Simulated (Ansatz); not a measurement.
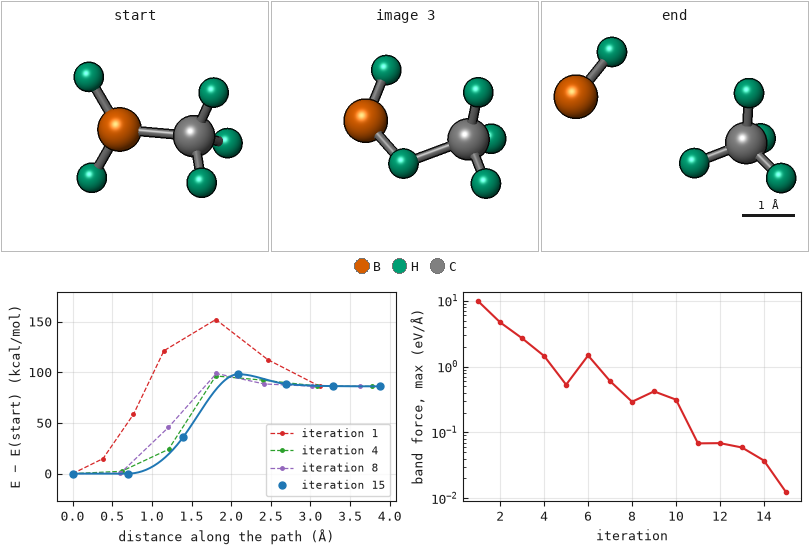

A nudged-elastic-band calculation for CH$_{5}$B. Images are numbered from 0 (start) to 6 (end). The plot follows the band through its iterations. The picture is a ball-and-stick view, seen at a tilt.

Theory: RKS B3LYP/def2-mTZVP in Ansatz 0.2.0. Set-up: 5 movable images; climbing image; force threshold 0.03 eV/Å; iteration limit 60; starting path through a guess of the saddle point.

Q: Did the band converge, and can the barrier be trusted?

A: The result is final at these settings. The band converged in 15 iterations. The largest component of the band force went from 9.8 to 0.012 eV/Å. The climbing image converged on the top of the path. Its vibrational analysis gives one imaginary mode (1079i cm⁻¹), as a transition state must have. The first iteration put the highest image at 152.1 kcal/mol. The energy climbs by 98.1 kcal/mol to image 3 and then falls by 12.0 kcal/mol, so the end point sits at +86.2 kcal/mol.

The run took 84 s on 1 thread of Arm Neoverse V1 (shared host), peak memory 0.094 GiB.
